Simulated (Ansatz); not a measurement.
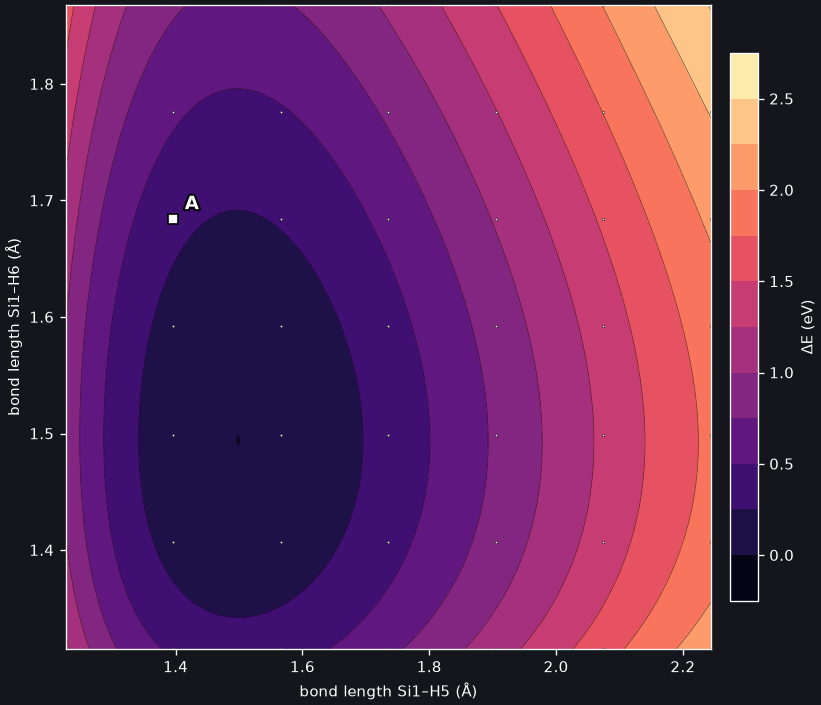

C₂H₅BSi, SMILES [SiH3]C1=CB1. Coordinates scanned: (1) bond length Si1–H5; (2) bond length Si1–H6. Nothing is relaxed (all other coordinates rigid). Grid: 7 × 7 points. Energies: eV, counted from the relaxed molecule at the same level. The reference is spin-restricted, which grows unreliable where a bond is stretched far. All numbers below come from Ansatz, RKS PBE-D4/def2-TZVP.

Drawn: filled contours, dots at the grid points, the point A. Between grid points the surface is interpolated.

Which way does the force act at A, and how strong is it?

A, at bond length Si1–H5 = 1.396 Å, bond length Si1–H6 = 1.684 Å, is not a stationary point. The computed force is 2.1 eV for each Å towards larger values of bond length Si1–H5 and 2.1 eV for each Å towards smaller values of bond length Si1–H6.
